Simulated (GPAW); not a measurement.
## Optical response of WC (Qusongite)

Aim: the dielectric function of WC (Qusongite), and the optical constants that follow from it.

Calculated with GPAW 26.7.0; DFT, LDA, plane-wave PAW (GPAW data sets), scalar-relativistic, RPA, optical limit.

## (1) The starting structure

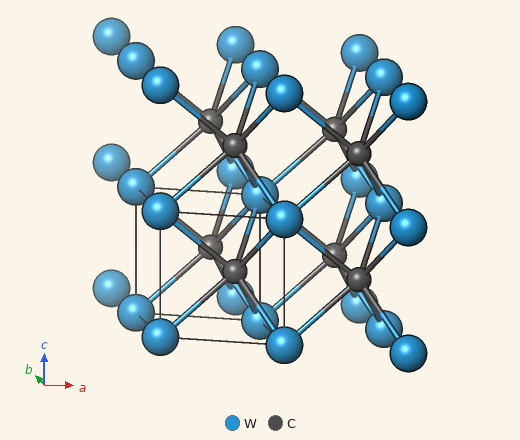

The starting structure, seen slightly off an axis (tungsten blue, carbon dark grey). 2×2×2 cells are drawn. Bonds to atoms that aren't drawn are left out. Some periodic images of atoms are drawn too.

## (2) Ground state

The self-consistent density comes first; it also tells whether there is a gap, which decides the occupations and the need for a Drude term.

This step: DFT, LDA, plane-wave PAW (GPAW data sets), scalar-relativistic, ground state (GPAW 26.7.0).

gs.py reads:

```python
from ase import Atoms
from ase.dft.bandgap import bandgap
from gpaw import GPAW, PW, FermiDirac

atoms = Atoms(['W', 'C'],
              cell=[[2.90650000, 0.00000000, 0.00000000],
                    [-1.45325000, 2.51710284, 0.00000000],
                    [0.00000000, 0.00000000, 2.83660000]],
              scaled_positions=[[0.00000000, 0.00000000, 0.00000000],
                                [0.66666667, 0.33333333, 0.50000000]],
              pbc=[True, True, True])
atoms.calc = GPAW(mode=PW(450), xc='LDA', kpts={'size': (9, 9, 8), 'gamma': True},
                  occupations=FermiDirac(0.05), maxiter=150, txt='gs.txt')
print('energy (eV)', atoms.get_potential_energy())
print('Fermi level (eV)', atoms.calc.get_fermi_level())
print('valence electrons', atoms.calc.get_number_of_electrons())
print('gap (eV)', bandgap(atoms.calc, output=None)[0])
print('direct gap (eV)', bandgap(atoms.calc, direct=True, output=None)[0])
atoms.calc.write('gs.gpw')
```

Run with:

```sh
$ OMP_NUM_THREADS=1 python gs.py
```

Numbers of over 12 decimals in the logs are rounded to 6 here.

What it wrote:

```text
__  _  _
 | _ |_)|_||  |
 |__||  | ||/\| - 26.7.0

Versions:
  Python: 3.12.14
  ASE:    3.29.0
  Numpy:  2.5.5
  Scipy:  1.18.1
  Libxc:  7.0.0

Input parameters:
  mode=PW(ecut=450.000000),
  kpts=MonkhorstPack(size=(9, 9, 8), gamma=True),
  maxiter=150,
  occupations=Occupations(name='fermi-dirac', width=0.05, fixmagmom=False),
  xc=XC(name='LDA')

Diagonalizing LCAO Hamiltonian
Converting LCAO to pw mode

           C

       W

Atoms  # Å, Bohr magnetons
|   | symbol |        x |        y |        z |    initial magnetic moments |
| 0 |      W | 0.000000 | 0.000000 | 0.000000 | ( 0.0000,  0.0000,  0.0000) |
| 1 |      C | 1.453250 | 0.839034 | 1.418300 | ( 0.0000,  0.0000,  0.0000) |

Unit cell  # Å
| periodic |         x |        y |        z |  lengths |     angles |
|      yes |  2.906500 | 0.000000 | 0.000000 | 2.906500 |  90.000000 |
|      yes | -1.453250 | 2.517103 | 0.000000 | 2.906500 |  90.000000 |
|      yes |  0.000000 | 0.000000 | 2.836600 | 2.836600 | 120.000000 |

Number of symmetries: 4
Symmetry operations  # r_c * U_cc + t_c -> r_c
|   | kind |            matrix            |
| 0 |  E   |  1, 0, 0,  0, 1, 0,  0, 0, 1 |
| 1 |  σ   |  1, 0, 0,  0, 1, 0,  0, 0,-1 |
| 2 |  σ   | -1, 0, 0,  1, 1, 0,  0, 0, 1 |
| 3 |  C2  | -1, 0, 0,  1, 1, 0,  0, 0,-1 |

BZ-sampling:
  Number of BZ points: 648
  Number of IBZ points: 125

  Monkhorst-Pack size: [9, 9, 8]
  Monkhorst-Pack shift: [0.0, 0.0, 0.0625]

K-points  # in reciprocal-cell coordinates
|     |                                coordinates |     weight |
|   0 | (  0.00000000,   0.00000000,   0.00000000) | 0.00154321 |
|   1 | (  0.00000000,   0.00000000,   0.12500000) | 0.00308642 |
|   2 | (  0.00000000,   0.00000000,   0.25000000) | 0.00308642 |
|   3 | (  0.00000000,   0.00000000,   0.37500000) | 0.00308642 |
|   4 | (  0.00000000,   0.00000000,   0.50000000) | 0.00154321 |
|   5 | (  0.00000000,   0.11111111,   0.00000000) | 0.00308642 |
|   6 | (  0.00000000,   0.11111111,   0.12500000) | 0.00617284 |
|   7 | (  0.00000000,   0.11111111,   0.25000000) | 0.00617284 |
|   8 | (  0.00000000,   0.11111111,   0.37500000) | 0.00617284 |
|   9 | (  0.00000000,   0.11111111,   0.50000000) | 0.00308642 |
| ... |                                            |            |
| 124 | (  0.44444444,   0.44444444,   0.50000000) | 0.00617284 |

Plane wave coefficients: 462
Cutoff: 450.000000 eV

Spin-components: 1 (collinear spins)
Bands:           15
Projectors:      11
Spin-degeneracy: 2
Datatype:        complex128

Parallelization:
  kpt:    1
  domain: 1
  band:   1

Density:
  Valence electrons: 18.0
  Components: 1
  Grid points: [15 15 14]
  Charge: 0.0  # |e|

Potential:
  Grid points: [15 15 14]

species:
  W:
    name:    Tungsten
    id:
    Z:       74.0
    valence: 14
    core:    60
    charge:  0.0  # [|e|]
    compensation charges:
      type: gauss
      rc: 0.40  # [Å]
      lmax: 2
    cutoffs:
      filter: 2.36  # [Å]
      core: 3.02  # [Å]
    projectors
    | kind |    occ | energy [eV] | rcut [Å] |
    |   5s |  2.000 |     -79.053 |    1.344 |
    |   6s |  2.000 |      -5.886 |    1.344 |
    |   5p |  6.000 |     -43.417 |    1.355 |
    |   6p |  0.000 |      -1.469 |    1.355 |
    |   5d |  4.000 |      -4.693 |    1.228 |
    |    d |        |      22.518 |    1.228 |

    Using partial waves for W as LCAO basis

  C:
    name:    Carbon
    id:
    Z:       6.0
    valence: 4
    core:    2
    charge:  0.0  # [|e|]
    compensation charges:
      type: gauss
      rc: 0.20  # [Å]
      lmax: 2
    cutoffs:
      filter: 1.14  # [Å]
      core: 1.14  # [Å]
    projectors
    | kind |    occ | energy [eV] | rcut [Å] |
    |   2s |  2.000 |     -13.639 |    0.635 |
    |   2p |  2.000 |      -5.414 |    0.635 |
    |    s |        |      13.573 |    0.635 |
    |    p |        |      21.797 |    0.635 |
    |    d |        |       0.000 |    0.635 |

    Using partial waves for C as LCAO basis

Reference energy: -439534.908752  # eV

eigensolver:
  PPCG
  Converge bands: occupied
  niter=2

density mixing:
  MSR1-Mixer
  Pratt-step length: 0.05
  Maximum mixing coefficient: 0.75
  Old densities: 10
  SVD Regularization: 0.005
  Good broyden scale: 1.0
  Trust region scale: 1.0
  Backstep threshold: 4.0
  History deletion threshold: 6.0
  Fourier metric: weight=20.0, sigma=0.015

occupation numbers:
  Fermi-Dirac:
    width: 0.0500  # eV

poisson solver:
  ecut: 3600.000000  # eV

xc functional:
  name: None

convergence criteria:
- Maximum [total energy] change in last 3 cyles: 0.0005 eV / valence electron
- Maximum integral of absolute [dens]ity change: 0.0001 electrons / valence electron
- Maximum integral of absolute [eigenst]ate change: 4e-08 eV^2 / valence electron
maximum number of iterations: 150

SCF iterations
|iter     |      energy | eigst |  dens |
|iter:   1||  -24.993352 | -0.07 |       |
|iter:   2||  -24.516332 | -2.17 | -0.93 |
|iter:   3||  -23.441838 | -1.25 | -1.00 |
|iter:   4||  -23.439759 | -3.20 | -1.71 |
|iter:   5||  -23.442215c| -3.57 | -1.94 |
|iter:   6||  -23.442162c| -5.19 | -3.01 |
|iter:   7||  -23.442163c| -6.57 | -3.62 |
|iter:   8||  -23.442162c| -8.03c| -4.27c|

Converged in 8 steps
SCF loop duration: 11.168 s (1.396 s/step)
Energy contributions relative to reference atoms: (reference = -439534.908752)

Energy contributions:
  Kinetic:          14.438860
  Coulomb:         -16.205908
  Zero:             -0.046761
  External:          0.000000
  Xc:              -21.626713
  Entropy:          -0.003280
  Spinorbit:         0.000000
  ----------------------------
  Free energy:     -23.443802
  Extrapolated:    -23.442162

dipole moment: (-4.692787, -9.834702, -10.602233)  # |e|*Ang

Fermi level: 13.806
Eigenvalues  # (at kpt = [0.000, 0.000, 0.000])
| band index |      eig [eV] | occ [0-2] |
|          0 |       -59.936 |     2.000 |
|          1 |       -24.179 |     2.000 |
|          2 |       -24.064 |     2.000 |
|          3 |       -24.064 |     2.000 |
|          4 |        -0.481 |     2.000 |
|          5 |         9.508 |     2.000 |
|          6 |        10.481 |     2.000 |
|          7 |        10.481 |     2.000 |
|          8 |        13.906 |     0.240 |
|          9 |        16.988 |     0.000 |
|         10 |        16.988 |     0.000 |
|         11 |        19.414 |     0.000 |
|         12 |        19.414 |     0.000 |
|         13 |        20.323 |     0.000 |
|         14 |        28.215 |     0.000 |

No gap
No difference between direct/indirect transitions

--- standard output ---
energy (eV) -23.442162
Fermi level (eV) 13.806429
valence electrons 18.0
gap (eV) 0.0
direct gap (eV) 0.0
```

Run time: 14 s. Hardware: 1 thread of Arm Neoverse V2, shared host; peak memory 0.14 GiB.

Read-outs, printed or worked out from the files:

- energy: -23.44 eV
- Fermi energy: 13.81 eV
- electrons: 18

There are states at the Fermi level within the smearing, so the occupations stay smeared and the carriers get a Drude term.

## (3) Bands for the response

At the fixed density, many empty bands are solved on the mesh of the response, since the spectrum sums over them.

This step: DFT, LDA, plane-wave PAW (GPAW data sets), scalar-relativistic, bands at fixed density (GPAW 26.7.0).

nscf.py reads:

```python
from ase.dft.bandgap import bandgap
from gpaw import GPAW, FermiDirac

calc = GPAW('gs.gpw').fixed_density(kpts={'size': (18, 18, 18), 'gamma': True}, nbands=25, convergence={'bands': 19},
                                    occupations=FermiDirac(0.05), txt='nscf.txt')
print('gap (eV)', bandgap(calc, output=None)[0])
print('direct gap (eV)', bandgap(calc, direct=True, output=None)[0])
calc.write('full.gpw', mode='all')
```

Run with:

```sh
$ OMP_NUM_THREADS=1 python nscf.py
```

What it wrote:

```text
Diagonalizing LCAO Hamiltonian
Converting LCAO to pw mode
convergence criteria:
- Maximum integral of absolute [eigenst]ate change: 4e-08 eV^2 / valence electron
maximum number of iterations: 150

SCF iterations
|iter     |      energy | eigst |  dens |
|iter:   1||             | +2.17 |       |
|iter:   2||             | -0.29 |       |
|iter:   3||             | -2.29 |       |
|iter:   4||             | -4.04 |       |
|iter:   5||             | -5.88 |       |
|iter:   6||             | -7.47c|       |
SCF steps: 6
  __  _  _
 | _ |_)|_||  |
 |__||  | ||/\| - 26.7.0

Versions:
  Python: 3.12.14
  ASE:    3.29.0
  Numpy:  2.5.5
  Scipy:  1.18.1
  Libxc:  7.0.0

Input parameters:
  mode=PW(ecut=450.000000),
  convergence={'bands': 19},
  gpts=array([15, 15, 14]),
  kpts=MonkhorstPack(size=(18, 18, 18), gamma=True),
  maxiter=150,
  nbands=25,
  occupations=Occupations(name='fermi-dirac', width=0.05, fixmagmom=False),
  parallel={},
  xc=XC(name='LDA')

--- standard output ---
gap (eV) 0.0
direct gap (eV) 0.0
```

It took 1.8 min on 1 thread; peak memory 0.4 GiB.

## (4) Dielectric function, RPA

Transitions between filled and empty bands, summed over the zone, give the optical response, so mesh, band count and broadening shape it.

The induced potential is part of this response.

This step: DFT, LDA, plane-wave PAW (GPAW data sets), scalar-relativistic, RPA, optical limit (GPAW 26.7.0).

df.py reads:

```python
from gpaw.response.df import DielectricFunction

df = DielectricFunction('full.gpw', frequencies={'type': 'nonlinear', 'domega0': 0.03, 'omega2': 8},
                        ecut=50,
                        eta=0.1,
                        nbands=19,
                        rate=0.05,
                        txt='df.txt')
for direction in ['x', 'z']:
    df.get_dielectric_function(xc='RPA', direction=direction, filename=f'df_{direction}.csv')
```

Run with:

```sh
$ OMP_NUM_THREADS=1 python df.py
```

What it wrote:

```text
Using integrator: PointIntegrator
NonLinearFrequencyDescriptor(from 0.000 to 101.651 eV, 542 points)
Nonperiodic BCs:  [False False False]
Using integrator: PointIntegrator
NonLinearFrequencyDescriptor(from 0.000 to 101.651 eV, 542 points)
Nonperiodic BCs:  [False False False]
Using integrator: PointIntegrator

Calculating chi0 body with:
    Ground state adapter containing:
    Number of spins: 1
    Number of kpoints: 5832
    Number of irreducible kpoints: 910
    Number of completely occupied states: 8
    Number of partially occupied states: 10

    Linear response parametrization:
    q_c: [0.0, 0.0, 0.0]
    Number of frequency points: 542
    Planewave cutoff: 50.0
    Number of bands: 19
    Number of planewaves: 21
    Broadening (eta): 0.1

Integrating chi0 body.

Symmetries of q_c:
    Direct symmetries (Uq -> q): 4
    Indirect symmetries (TUq -> q): 4
In total 8 allowed symmetries.

910 groups of equivalent kpoints. 84.396433% reduction.

Integral kind: spectral function

Calculating chi0 optical extensions with:
    Ground state adapter containing:
    Number of spins: 1
    Number of kpoints: 5832
    Number of irreducible kpoints: 910
    Number of completely occupied states: 8
    Number of partially occupied states: 10

    Linear response parametrization:
    Number of frequency points: 542
    Planewave cutoff: 50.0
    Number of bands: 19
    Number of planewaves: 21
    Broadening (eta): 0.1
Integrating chi0 head and wings.

Symmetries of q_c:
    Direct symmetries (Uq -> q): 4
    Indirect symmetries (TUq -> q): 4
In total 8 allowed symmetries.

910 groups of equivalent kpoints. 84.396433% reduction.

Integral kind: spectral function wings

Calculating drude chi0 with:
    Number of frequency points:542
    Plasma frequency decay rate: 0.05 eV

    Ground state adapter containing:
    Number of spins: 1
    Number of kpoints: 5832
    Number of irreducible kpoints: 910
    Number of completely occupied states: 8
    Number of partially occupied states: 10

Symmetries of q_c:
    Direct symmetries (Uq -> q): 4
    Indirect symmetries (TUq -> q): 4
In total 8 allowed symmetries.

910 groups of equivalent kpoints. 84.396433% reduction.

Integral kind: intraband
Plasma frequency:
[[3.27+0.j 0.  +0.j 0.  +0.j]
 [0.  +0.j 3.27-0.j 0.  +0.j]
 [0.  +0.j 0.  +0.j 3.17+0.j]]
```

Run time: 21 s. Hardware: 1 thread; peak memory 0.27 GiB.

The Im ε has structure finer than the step of the table below, so its rows give means over 1 eV, whole bins alone (the curve runs from 0.305 to 19.9 eV). Peaks (eV: height): E ∥ x 1.4: 10.4, 3.3: 18.2, 4.1: 17.8, 6.8: 12.9; E ∥ z 1.8: 13.3, 2.9: 24.8, 3.2: 24.4, 7.4: 17.4.

Sum at mesh points, not converged in k. Im ε against photon energy; means over each step:

| photon energy (eV) | E ∥ x | E ∥ z |
| --- | --- | --- |
| 1 | 7.61 | 5.56 |
| 2 | 9.25 | 12.1 |
| 3 | 15.2 | 21.6 |
| 4 | 16.1 | 14.6 |
| 5 | 13.1 | 14.0 |
| 6 | 9.28 | 12.5 |
| 7 | 12.0 | 13.8 |
| 8 | 11.3 | 10.7 |
| 9 | 7.75 | 4.87 |
| 10 | 5.72 | 3.82 |
| 11 | 4.81 | 4.04 |
| 12 | 3.42 | 4.82 |
| 13 | 1.89 | 4.31 |
| 14 | 1.86 | 3.19 |
| 15 | 2.17 | 3.08 |
| 16 | 2.34 | 1.53 |
| 17 | 1.85 | 1.30 |
| 18 | 1.65 | 1.34 |
| 19 | 0.924 | 0.974 |

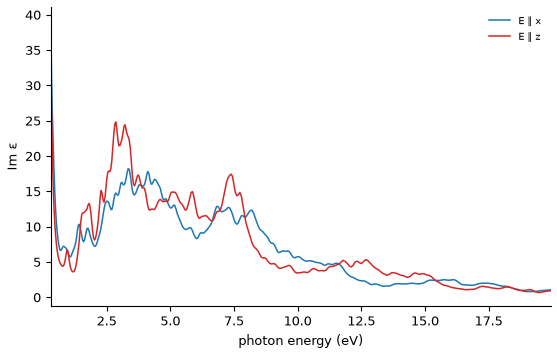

Im ε, plotted against photon energy.

Values under 1 per cm are given as 1; sum at mesh points, not converged in k. Absorption coefficient against photon energy:

| photon energy (eV) | E ∥ x (1/cm) | E ∥ z (1/cm) |
| --- | --- | --- |
| 1.01 | 95961 | 82939 |
| 1.99 | 1.9e5 | 2.0e5 |
| 3.02 | 5.6e5 | 7.5e5 |
| 3.98 | 8.8e5 | 1.0e6 |
| 4.98 | 1.2e6 | 1.1e6 |
| 6.02 | 1.1e6 | 1.5e6 |
| 6.99 | 1.6e6 | 1.6e6 |
| 8.03 | 2.0e6 | 2.6e6 |
| 9.02 | 2.3e6 | 2.0e6 |
| 10.03 | 2.2e6 | 1.8e6 |
| 11.03 | 2.2e6 | 1.7e6 |
| 12.02 | 2.5e6 | 2.1e6 |
| 13.00 | 2.0e6 | 2.6e6 |
| 14.04 | 1.8e6 | 2.4e6 |
| 14.96 | 1.7e6 | 2.7e6 |
| 16.03 | 2.2e6 | 2.5e6 |
| 16.96 | 2.0e6 | 2.0e6 |
| 18.05 | 2.4e6 | 2.1e6 |
| 18.97 | 2.1e6 | 2.1e6 |

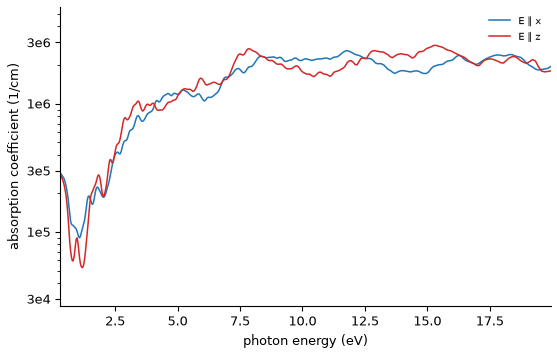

Absorption coefficient against photon energy.

The loss function −Im 1/ε at q → 0 has structure finer than the step of the table below, so its rows give means over 1 eV, whole bins alone (the curve runs from 0.305 to 19.9 eV). Peaks (eV: height): E ∥ x 0.7: 0.147, 14.9: 0.470, 17.0: 0.467, 19.4: 0.747; E ∥ z 0.7: 0.199, 18.0: 0.500.

Sum at mesh points, not converged in k. The loss function −Im 1/ε at q → 0 by energy loss; means over each step:

| energy loss (eV) | E ∥ x | E ∥ z |
| --- | --- | --- |
| 1 | 0.0570 | 0.0454 |
| 2 | 0.0285 | 0.0226 |
| 3 | 0.0365 | 0.0331 |
| 4 | 0.0509 | 0.0628 |
| 5 | 0.0764 | 0.0651 |
| 6 | 0.0986 | 0.0785 |
| 7 | 0.0788 | 0.0719 |
| 8 | 0.0864 | 0.0673 |
| 9 | 0.106 | 0.127 |
| 10 | 0.137 | 0.208 |
| 11 | 0.157 | 0.240 |
| 12 | 0.147 | 0.200 |
| 13 | 0.237 | 0.181 |
| 14 | 0.410 | 0.233 |
| 15 | 0.423 | 0.205 |
| 16 | 0.347 | 0.213 |
| 17 | 0.421 | 0.401 |
| 18 | 0.370 | 0.434 |
| 19 | 0.521 | 0.483 |

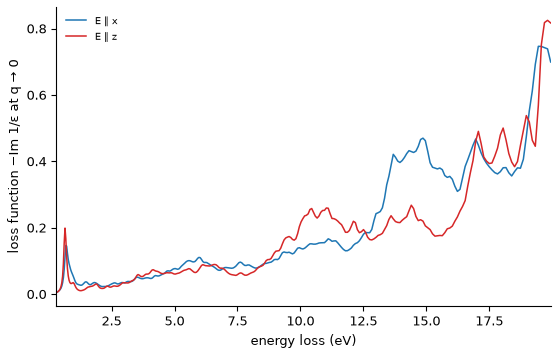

Loss function −Im 1/ε at q → 0 against energy loss.

The reflectivity at normal incidence has structure finer than the step of the table below, so its rows give means over 1 eV, whole bins alone (the curve runs from 0.305 to 19.9 eV). Peaks (eV: height): E ∥ x 3.3: 47.0, 4.2: 47.3, 7.4: 46.1, 9.2: 52.5, 12.0: 58.0, 16.3: 42.1, 18.9: 52.7; E ∥ z 3.2: 52.7, 5.9: 47.7, 8.1: 63.0, 13.3: 47.5, 16.0: 59.8, 18.6: 49.7, 19.3: 52.4.

Sum at mesh points, not converged in k. The reflectivity at normal incidence by photon energy; means over each step:

| photon energy (eV) | E ∥ x (%) | E ∥ z (%) |
| --- | --- | --- |
| 1 | 40.3 | 39.2 |
| 2 | 39.8 | 44.5 |
| 3 | 44.6 | 50.9 |
| 4 | 45.2 | 44.3 |
| 5 | 44.4 | 43.6 |
| 6 | 36.5 | 43.6 |
| 7 | 42.3 | 45.2 |
| 8 | 46.8 | 60.1 |
| 9 | 50.8 | 54.2 |
| 10 | 48.1 | 42.3 |
| 11 | 46.8 | 32.3 |
| 12 | 55.5 | 35.4 |
| 13 | 52.7 | 44.3 |
| 14 | 35.8 | 42.4 |
| 15 | 29.1 | 47.1 |
| 16 | 35.3 | 58.5 |
| 17 | 35.0 | 45.5 |
| 18 | 42.4 | 42.5 |
| 19 | 46.9 | 47.1 |

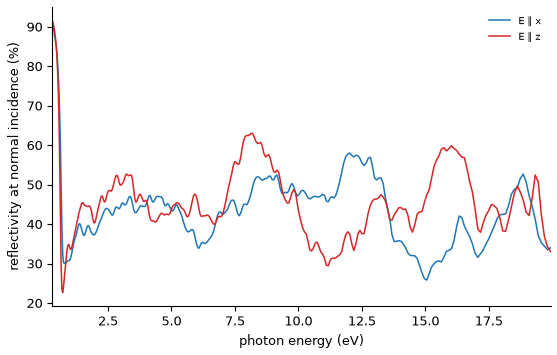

Reflectivity at normal incidence against photon energy.

The Im ε, E ∥ x has structure finer than the step of the table below, so its rows give means over 1 eV, whole bins alone (the curve runs from 0.305 to 19.9 eV). Peaks (eV: height): without local fields 1.4: 10.5, 3.3: 18.2, 4.1: 17.6, 6.8: 13.1, 8.1: 13.0; with local fields 1.4: 10.4, 3.3: 18.2, 4.1: 17.8, 6.8: 12.9.

Sum at mesh points, not converged in k. Im ε, E ∥ x against photon energy; means over each step:

| photon energy (eV) | without local fields | with local fields |
| --- | --- | --- |
| 1 | 7.67 | 7.61 |
| 2 | 9.37 | 9.25 |
| 3 | 15.3 | 15.2 |
| 4 | 15.9 | 16.1 |
| 5 | 12.5 | 13.1 |
| 6 | 9.24 | 9.28 |
| 7 | 12.2 | 12.0 |
| 8 | 11.8 | 11.3 |
| 9 | 7.99 | 7.75 |
| 10 | 5.73 | 5.72 |
| 11 | 4.78 | 4.81 |
| 12 | 3.27 | 3.42 |
| 13 | 1.86 | 1.89 |
| 14 | 2.04 | 1.86 |
| 15 | 2.39 | 2.17 |
| 16 | 2.42 | 2.34 |
| 17 | 1.90 | 1.85 |
| 18 | 1.62 | 1.65 |
| 19 | 0.953 | 0.924 |

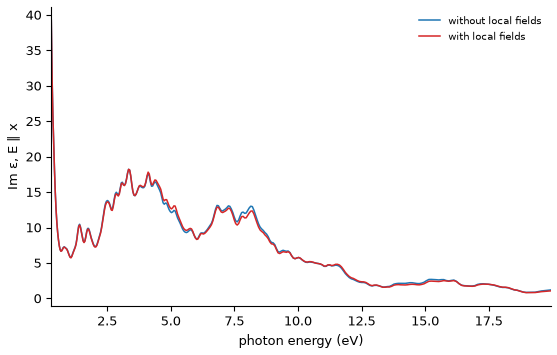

Im ε, E ∥ x, plotted against photon energy.

Optical constants at common wavelengths, from n + ik = √ε:

| wavelength (nm) | n x | k x | R (%) x | 1/α x | n z | k z | R (%) z | 1/α z |
| --- | --- | --- | --- | --- | --- | --- | --- | --- |
| 1550 | 2.59 | 1.394 | 30.1 | 89 nm | 3.04 | 0.736 | 27.9 | 168 nm |
| 1064 | 3.75 | 0.860 | 35.6 | 98 nm | 4.04 | 0.450 | 36.9 | 188 nm |
| 800 | 3.79 | 1.081 | 37.2 | 59 nm | 4.73 | 1.258 | 45.0 | 51 nm |
| 633 | 3.87 | 0.980 | 37.3 | 51 nm | 4.18 | 1.090 | 40.3 | 46 nm |
| 450 | 4.28 | 1.552 | 43.5 | 23 nm | 5.03 | 2.175 | 51.0 | 16 nm |
| 365 | 3.84 | 2.331 | 46.8 | 12 nm | 3.65 | 3.014 | 52.5 | 9.6 nm |
| 193 | 2.70 | 1.761 | 35.7 | 8.7 nm | 2.56 | 2.250 | 42.3 | 6.8 nm |

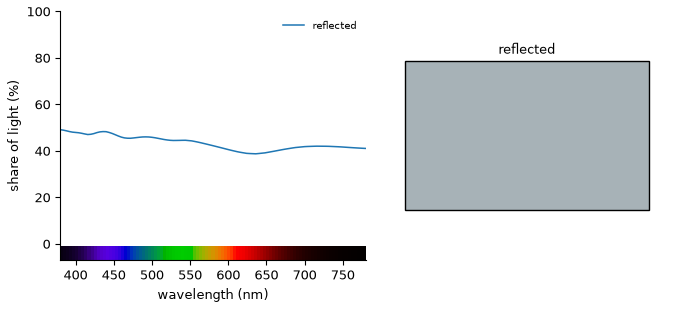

Light reflected across the visible range, with the colour that it makes of daylight (sRGB).

In reflection the computed colour is light grey: x = 0.300, y = 0.322, luminous reflectivity 43 %.

## (5) Results

In words: At this level (LDA, RPA) WC is a metal. The mesh is too coarse to trust the carriers' weight, the reflectivity or the colour to better than tens of per cent. In reflection the computed colour is light grey: x = 0.300, y = 0.322, luminous reflectivity 43 %. The carriers' damping of 0.05 eV is typed, not computed; it shapes the response at the lowest energies. Spin-orbit coupling is left out although heavy atoms are present. In this version of GPAW the matrix elements of the optical limit are incomplete, which can lower ε − 1 by up to a tenth where first-row anions or d states rule, and shift it by more in d metals. GPAW's carrier term has the form −ωp²/(ω + i·rate)², which damps like twice the rate and fails at low energy, so the curves leave the lowest energies out. The sum runs over mesh points 0.14 Å⁻¹ apart with no interpolation, so peaks are partly noise of the mesh, and the Drude plasma energy, a sum over the Fermi surface, isn't converged.

[Machine, clock and banner lines and Python warnings are left out of the logs.]

[Logs are printed without paths, hosts, clocks, repeated set-up lines and the standing remarks that a program may print on its own settings, such as how far it seeks lower states.]

[Hosts, paths, dates, database ids (printed as entryN), source tags and the programs' standing remarks are cut or masked in the printed files.]
